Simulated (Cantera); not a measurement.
Charge: 1 mol NaOH, 0.058 mol H₂, held at 14.3 Torr.

Method: chemical equilibrium by Gibbs-energy minimisation in Cantera with the NASA 1993 tables (ideal gas, pure condensed phases). Candidate condensed phases: H₂O, Na, NaOH, NaO₂, Na₂O, Na₂O₂; 16 gas species. Kinetics and transport are ignored.

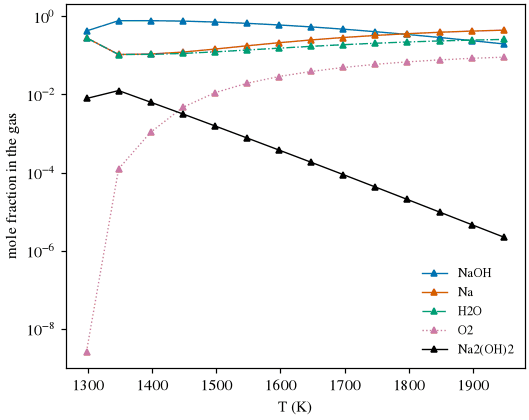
*Equilibrium gas composition (values under 1e-9 drawn at 1e-9)*

At 1298 K the condensed part is NaOH(l). From 1348 K to 1948 K nothing is condensed. The main Na-bearing gas is NaOH at 1298 K and Na at 1948 K.
